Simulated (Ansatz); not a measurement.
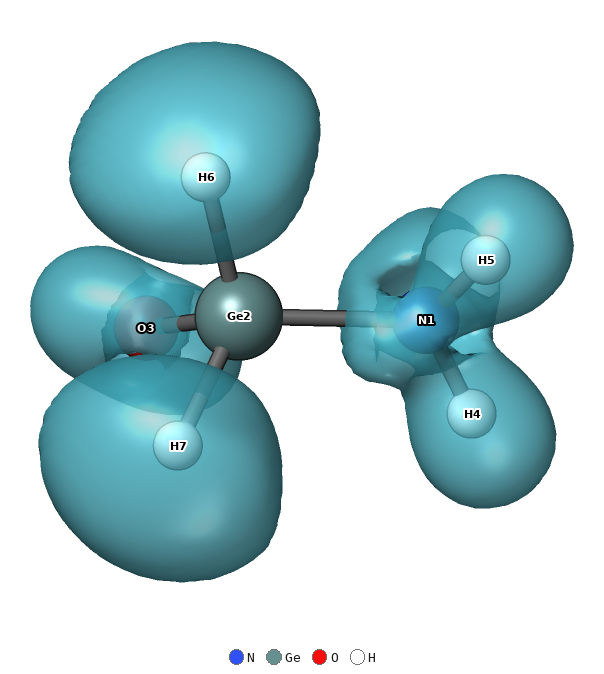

Figure. GeH4NO (doublet). Isosurface of the ELF at 0.75 (cyan), seen at a tilt. Core shells and regions of very low density are left out.

Geometry: PBE0-D4/def2-TZVP.

These are results of Ansatz, UKS PBE0-D4/def2-TZVPP, not measurements.

```xyz
7

N    -1.0136    0.1005   -0.5326
Ge    0.5533   -0.0895    0.3683
O     0.8150   -1.8132    0.7879
H    -1.0282   -0.1187   -1.5161
H    -1.5487    0.9331   -0.3423
H     0.4507    0.7553    1.6454
H     1.8328    0.1646   -0.4563
```

Where are the electrons localised?

At this value the surface marks out two regions around hydrogen nuclei, one region wrapped around O (its valence shell) and one joined region spread over several atoms (H, N), in which their bonds and any lone pairs are merged. Profiles from the grid: Ge–O (1.79 Å): the ELF peaks at about 0.85 in the valence shell of O, 0.6 Å from its nucleus, and is about 0.35 at the midpoint. Ge–N (1.82 Å): the ELF peaks at about 0.90 in the valence shell of N, 0.6 Å from its nucleus, and is about 0.45 at the midpoint.
